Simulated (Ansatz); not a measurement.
**C₃H₅BS: basis-set convergence**

How large a basis does C₃H₅BS need? Two functionals are run in growing sets.

Program: Ansatz 0.2.0, Gaussian basis. Level of theory: one geometry, several basis sets. These are calculated values, not measurements.

The runs, in order: PBE0-D4/def2-SVP; ωB97M-V/def2-SVP; PBE0-D4/def2-QZVPP; ωB97M-V/def2-QZVPP; the functionals' def2-TZVPP values are taken from earlier runs.

**1. Structure used throughout**

An earlier PBE0-D4 in a triple-zeta def2 set relaxation fixed the geometry.

10 atoms, charge 0, spin multiplicity 1.

Atoms are counted from 1 here; the program's logs count them from 0.

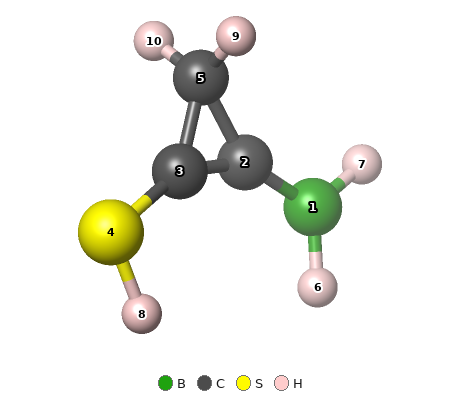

The geometry (boron green, carbon dark grey, sulfur yellow, hydrogen pink); atoms are numbered from 1 in the order of the file.

As a file:

```
B    -0.77556    1.59006   -0.37124
C     0.06064    0.37115   -0.11134
C     0.10113   -0.89957    0.24312
S    -0.61036   -2.34775    0.72327
C     1.41882   -0.30502   -0.05649
H    -1.96317    1.51759   -0.23256
H    -0.27777    2.62208   -0.71142
H    -1.88733   -1.91767    0.73030
H     1.92064   -0.58799   -0.98153
H     2.09605   -0.09398    0.77080
```

**2. PBE0-D4 in def2-SVP**

File in.yaml:

```yaml
crystal:
  periodic: [false, false, false]
  atoms:
    - {symbol: B, position_ang: [-0.775561, 1.590062, -0.371240]}
    - {symbol: C, position_ang: [0.060637, 0.371151, -0.111336]}
    - {symbol: C, position_ang: [0.101134, -0.899572, 0.243118]}
    - {symbol: S, position_ang: [-0.610356, -2.347755, 0.723266]}
    - {symbol: C, position_ang: [1.418823, -0.305019, -0.056492]}
    - {symbol: H, position_ang: [-1.963173, 1.517589, -0.232561]}
    - {symbol: H, position_ang: [-0.277770, 2.622084, -0.711422]}
    - {symbol: H, position_ang: [-1.887327, -1.917674, 0.730295]}
    - {symbol: H, position_ang: [1.920639, -0.587992, -0.981527]}
    - {symbol: H, position_ang: [2.096054, -0.093975, 0.770800]}
basis:
  gaussian: {orbitals: def2-SVP}
hamiltonian: {xc: pbe0, dispersion: d4}
output: {orbitals: {seedname: orbitals}}
```

Launch:

```
$ ansatz run in.yaml --threads 2 --pin off --events-out ev --progress --plain --max-ram 4352MiB
```

Further steps of the session: ωB97M-V in def2-SVP; PBE0-D4 in def2-QZVPP; ωB97M-V in def2-QZVPP.

Before running them: what should the planned runs give, taken together? Wanted: PBE0-D4: double and triple zeta above quadruple; ωB97M-V: double and triple zeta above quadruple.

**Answer**, as computed:

| quantity | value |
| --- | --- |
| PBE0-D4: double and triple zeta above quadruple | 8.45, 0.54 eV |
| ωB97M-V: double and triple zeta above quadruple | 8.61, 0.50 eV |

**Reading.** For PBE0-D4 the step from double to triple zeta gains 7.91 eV and the next only 0.54 eV. These are total energies; as a rule much of such shifts cancels in differences, which this series doesn't test.
